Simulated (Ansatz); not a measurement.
Input

```
crystal:
  periodic: [false, false, false]
  atoms:
    - { symbol: O, position_ang: [0.0606, -1.8941, 0.1132] }
    - { symbol: C, position_ang: [0.2224, -0.6339, 0.7809] }
    - { symbol: Cl, position_ang: [1.4463, -0.9589, 1.9875] }
    - { symbol: O, position_ang: [0.7992, 0.3594, -0.096] }
    - { symbol: Si, position_ang: [-0.3899, 1.2109, -0.9665] }
    - { symbol: F, position_ang: [-1.4839, 1.7789, 0.0886] }
    - { symbol: H, position_ang: [0.855, -2.3449, 0.2822] }
    - { symbol: H, position_ang: [-0.6426, -0.3168, 1.3149] }
    - { symbol: H, position_ang: [0.2722, 2.3852, -1.5687] }
    - { symbol: H, position_ang: [-1.0563, 0.363, -1.9332] }
basis:
  gaussian: { orbitals: def2-SVP }
hamiltonian:
  xc: blyp
relax:
  f_tol: 0.02
  max_steps: 40
scf:
  lower_state_search: "off"
output:
  orbitals: {}
```

Command:

```sh
ansatz run input.yaml --threads 2 --pin off --max-ram 3072MiB --backend cpu --events-out ev --progress --plain --runs-dir out
```

The fields are those of the run's last geometry, not of the input's.

Method: Ansatz 0.2.0, RKS BLYP/def2-SVP.

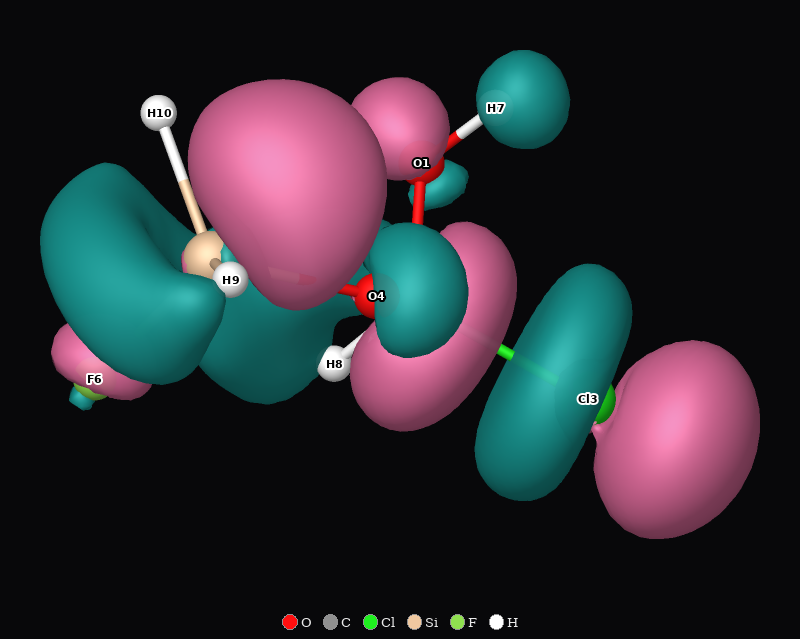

CH$_{4}$ClFO$_{2}$Si. The LUMO at ±0.1 Å⁻³ᐟ² (teal and pink are the two phases), seen at an oblique angle.

**Where does this orbital lie, and at what energy?**

It lies mainly on Cl3 (about 30 %), C2 (about 25 %) and Si5 (about 20 %). Its energy is −0.44 eV.
